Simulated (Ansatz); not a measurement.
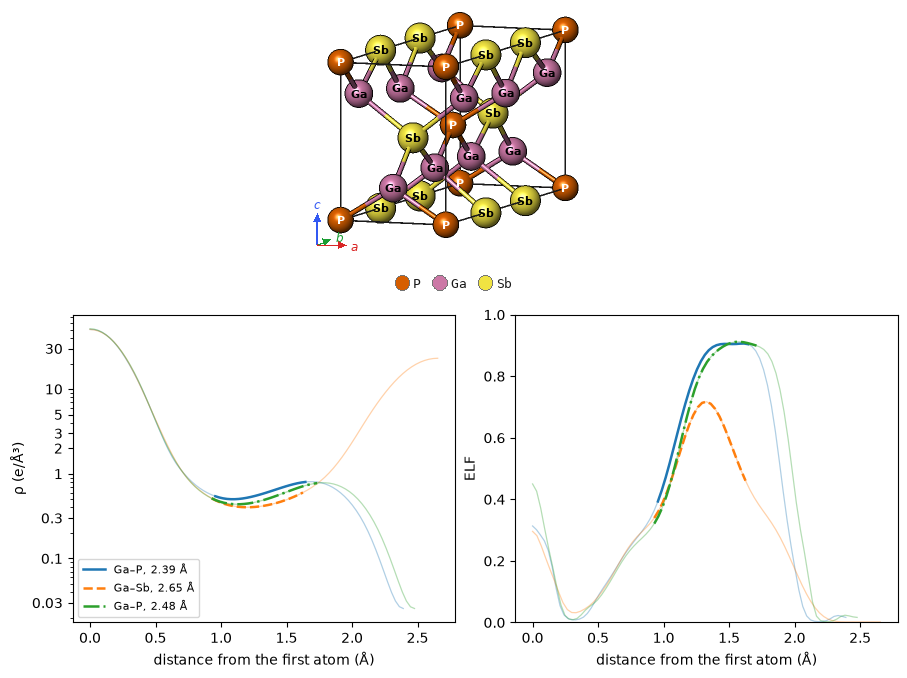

The picture shows: Ga₃Sb₂P. Valence pseudo-density and ELF along straight lines between neighbouring atoms. Thin, pale parts lie inside the atomic spheres. The structure is drawn too.

Space group Imm2; started from the ordered alloy on zincblende lattice prototype, which need not be the ambient phase.

Computed with Ansatz, DFT, PBE, plane waves, PAW.

Core electrons are frozen (PAW), and the valence fields are smoothed inside the atomic spheres.

```yaml
crystal:
  lattice:
    - [4.22443, 0.00000, 0.00000]
    - [0.00000, 12.66779, 0.00000]
    - [0.00000, 0.00000, 5.96781]
  atoms:
    - { symbol: P, position: [0.00000, 0.00000, 0.00146] }
    - { symbol: P, position: [0.50000, 0.50000, 0.50146] }
    - { symbol: Ga, position: [0.50000, 0.00000, 0.21825] }
    - { symbol: Ga, position: [0.00000, 0.50000, 0.71825] }
    - { symbol: Sb, position: [0.50000, 0.83470, 0.49863] }
    - { symbol: Sb, position: [0.00000, 0.33470, 0.99863] }
    - { symbol: Ga, position: [0.50000, 0.34712, 0.26652] }
    - { symbol: Ga, position: [0.00000, 0.84712, 0.76652] }
    - { symbol: Sb, position: [0.50000, 0.16530, 0.49863] }
    - { symbol: Sb, position: [0.00000, 0.66530, 0.99863] }
    - { symbol: Ga, position: [0.50000, 0.65288, 0.26652] }
    - { symbol: Ga, position: [0.00000, 0.15288, 0.76652] }
```

**Compare the contacts.**

Ga–P (2.39 Å): ρ at the midpoint is about 0.52 e/Å³; the ELF peaks at about 0.90 in the valence shell of P, 0.8 Å from its nucleus, and is about 0.75 at the midpoint.
Ga–Sb (2.65 Å): the density is about 0.42 e/Å³ at the midpoint; the ELF peaks at about 0.70 between the atoms.
Ga–P (2.48 Å): ρ at the midpoint is about 0.45 e/Å³; the ELF peaks at about 0.90 in the valence shell of P, 0.9 Å from its nucleus, and is about 0.75 at the midpoint.
